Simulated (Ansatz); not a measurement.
# BCCD(T)/cc-pVDZ run of GeSiH6O (SMILES [OH][GeH2][SiH3])

Aim: the vertical singlet–triplet gap of GeSiH6O at BCCD(T)/cc-pVDZ, from 2 runs. 

Program for the calculation: Ansatz 0.2.0.

63 further runs of the same task are left out: 63 set aside as unsound or not needed. Runs told in other sessions of the task aren't counted.

**1. The system as given**

The species is GeSiH6O (9 atoms), meant as a singlet with charge 0. As SMILES, `[OH][GeH2][SiH3]`. The shape is that of a PBE0-D4/def2-TZVP optimisation. This is one conformer, not always the lowest.

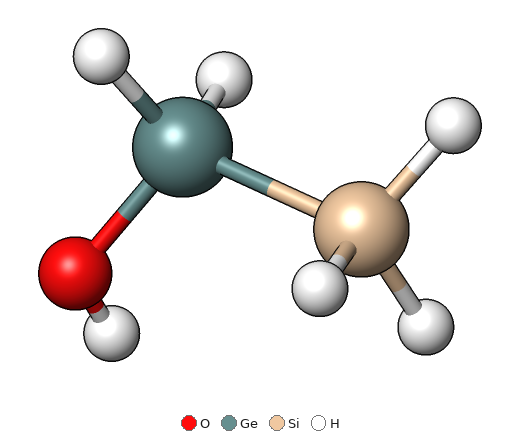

Viewed from a chosen angle; oxygen red, germanium teal, silicon light orange, hydrogen white.

**2. The energy at BCCD(T)/cc-pVDZ**

The input, run.yaml:

```yaml
basis:
  gaussian:
    orbitals: cc-pVDZ
crystal:
  periodic: [false, false, false]
  atoms:
    - {symbol: O, position_ang: [-1.665400, 1.003200, -0.854800]}
    - {symbol: Ge, position_ang: [0.086300, 0.899600, -0.495500]}
    - {symbol: Si, position_ang: [0.525800, -1.010700, 0.870400]}
    - {symbol: H, position_ang: [-1.973400, 0.267900, -1.389000]}
    - {symbol: H, position_ang: [0.873700, 0.832100, -1.824400]}
    - {symbol: H, position_ang: [0.388100, 2.226700, 0.215900]}
    - {symbol: H, position_ang: [1.986000, -1.132800, 1.128400]}
    - {symbol: H, position_ang: [0.060100, -2.236200, 0.166300]}
    - {symbol: H, position_ang: [-0.192800, -0.896100, 2.165800]}
correlation:
  method: bccd_t
  frozen_orbitals: {Ge: 9, H: 0, O: 1, Si: 5}
accuracy: high
scf:
  omitted_lower_state_checks: [cluster_reference, increment]
```

The run is started by

```console
$ ansatz run run.yaml --threads 1 --pin off --max-ram 3480MiB --events-out events.jsonl --progress --plain --runs-dir runs
```

Standard output, shortened:

```text
Warning: RAYON_NUM_THREADS=1 ignored (pool sized by the plan → 1); use --threads N
Functional definition: HF
  name "HF"
[...]
2066 factors; integrals over basis functions are off by at most 4.7e-9 eV
[...]
mean field -66467.42768136 eV, -2442.6329140493 hartree, gradient 2.7e-8 eV, S^2 0.000000; 0 other end points of the search recorded, 0 dependent functions left out
15 core orbitals not correlated: weight in the atoms' cores, before any rotation towards them, 1.000 or more for the frozen orbitals, at most 0.000 for the correlated occupied ones
reference -66467.42768136 eV, -2442.6329140493 hartree; 15, 15 occupied and 59, 59 virtual orbitals, 2066 factors
second order -11.26806684 eV of doubles, -0.00000000 eV of singles
cycle   1  -12.06347638 eV  change   -8.0e-1 eV  update   9.3e-2
[...]
cycle  21  -12.52918891 eV  change   7.3e-10 eV  update   3.3e-9
perturbative correction -0.33174000 eV, -0.0121912202 hartree
Total energy: -66480.28861027 eV, -2443.1055444692 hartree
Checks for a lower state left out: cluster_reference, increment
```

Run time: 31 s. Hardware: 1 thread of Arm Neoverse V1, shared host; peak memory 0.65 GiB.

**3. The triplet**

The input, molecule.yaml:

```yaml
crystal:
  periodic: [false, false, false]
  atoms:
    - symbol: O
      position_ang: [-1.665400, 1.003200, -0.854800]
    - symbol: Ge
      position_ang: [0.086300, 0.899600, -0.495500]
    - symbol: Si
      position_ang: [0.525800, -1.010700, 0.870400]
    - symbol: H
      position_ang: [-1.973400, 0.267900, -1.389000]
    - symbol: H
      position_ang: [0.873700, 0.832100, -1.824400]
    - symbol: H
      position_ang: [0.388100, 2.226700, 0.215900]
    - symbol: H
      position_ang: [1.986000, -1.132800, 1.128400]
    - symbol: H
      position_ang: [0.060100, -2.236200, 0.166300]
    - symbol: H
      position_ang: [-0.192800, -0.896100, 2.165800]
basis:
  gaussian:
    orbitals: cc-pVDZ
magnetization:
  spin_polarized: true
  initial_magnetization: 2
scf:
  omitted_lower_state_checks: [cluster_reference, increment]
correlation:
  method: bccd_t
  frozen_orbitals: {Ge: 9, H: 0, O: 1, Si: 5}
accuracy: high
```

The run is started by

```console
$ ansatz run molecule.yaml --threads 1 --pin off --max-ram 3480MiB --events-out events.jsonl --progress --plain --runs-dir runs
```

Standard output, shortened:

```text
Warning: RAYON_NUM_THREADS=1 ignored (pool sized by the plan → 1); use --threads N
[... 2 set-up lines as earlier in the session ...]
[...]
2066 factors; integrals over basis functions are off by at most 4.7e-9 eV
[...]
mean field -66461.58221360 eV, -2442.4180970713 hartree, gradient 3.0e-8 eV, S^2 2.014691; 12 other end points of the search recorded, 0 dependent functions left out
15 core orbitals not correlated: weight in the atoms' cores, before any rotation towards them, 1.000 or more for the frozen orbitals, at most 0.000 for the correlated occupied ones
reference -66461.58221360 eV, -2442.4180970713 hartree; 16, 14 occupied and 58, 60 virtual orbitals, 2066 factors
second order -10.50169828 eV of doubles, -0.00000000 eV of singles
cycle   1  -11.57621576 eV  change    -1.1e0 eV  update   1.1e-1
[...]
cycle  55  -12.38609071 eV  change  -3.6e-10 eV  update  8.4e-10
perturbative correction -0.46805368 eV, -0.0172006554 hartree
Total energy: -66474.43635798 eV, -2442.8904781646 hartree
Checks for a lower state left out: cluster_reference, increment
```

It took 3.5 min on 1 thread of Arm Neoverse V1, shared host; peak memory 1.3 GiB.

**4. What came out**

At BCCD(T)/cc-pVDZ, 15 core orbitals frozen:

```
                                             quantity           value
                                singlet: total energy  -2443.10554 Eh
singlet: correlation energy (15 core orbitals frozen)      -472.6 mEh
                              singlet: (T) correction      -12.19 mEh
                                triplet: total energy  -2442.89048 Eh
triplet: correlation energy (15 core orbitals frozen)      -472.4 mEh
                              triplet: (T) correction      -17.20 mEh
           triplet: ⟨S²⟩ of the reference determinant           2.015
     vertical energy of the triplet above the singlet        5.852 eV
```

In words: At this shape the triplet lies 5.85 eV (565 kJ/mol) above the singlet. The triples (singlet) make up 2.6 % of the correlation energy. The triples (triplet) make up 3.6 % of the correlation energy.
